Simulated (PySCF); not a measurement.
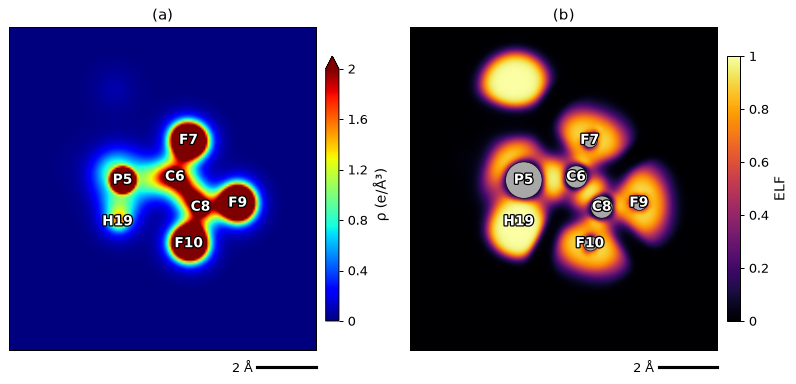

Figure. C₅H₉F₃PSi (charge +1). (a) electron density; (b) electron localisation function on the plane of atoms C6, C8 and F10. Grey discs cover the atomic cores in the ELF map.

Geometry: PBE0-D3(BJ)/def2-SVP.

Level of theory: PBE0/pcSseg-1, SCF density, gas phase, non-relativistic in PySCF.

Input

```
{"job": {"kind": "nmr", "xc": "PBE0", "basis": "pcSseg-1"}, "charge": 1, "multiplicity": 1}
C     -0.129095    -0.994826    -1.420804
C     -0.629352    -1.311879    -0.078151
C     -1.210016    -0.408192     0.839346
Si    -2.067768     1.269998     0.375550
P      0.542577    -0.120187     1.667078
C      1.489303     0.896544     0.531543
F      1.088237     2.166850     0.463137
C      2.596533     0.529038    -0.143306
F      3.315557     1.332111    -0.840725
F      3.038072    -0.692493    -0.148818
H     -0.072614     0.077699    -1.640568
H      0.825945    -1.499821    -1.634665
H     -0.856177    -1.448859    -2.125721
H     -0.599429    -2.374190     0.207463
H     -1.752071    -0.898018     1.663942
H     -1.381230     1.855514    -0.802136
H     -1.956971     2.127595     1.581405
H     -3.465463     0.872120     0.067795
H      1.195085    -1.369525     1.459328
```

Command:

```sh
OMP_NUM_THREADS=1 python probes_run.py task.json out
```

> What does the map show?

The section cuts through P, C, F and H sites. C–F (1.28 Å): ρ is about 2.7 e/Å³ halfway; the ELF peaks at about 0.85 between the atoms; a polar covalent bond. C–C (1.35 Å): the density is about 2.3 e/Å³ at the midpoint; the ELF peaks at about 0.95 between the atoms, as expected for a covalent bond. C–P (1.79 Å): ρ at the midpoint is about 1.2 e/Å³; the ELF peaks at about 0.95 between the atoms; localised, covalent bonding. C–F (1.33 Å): ρ is about 2.3 e/Å³ halfway; the ELF peaks at about 0.85 between the atoms, as expected for a shared but strongly polarised pair. The ELF also peaks beside F10, F9 and F7, away from the bonds: lone-pair regions.
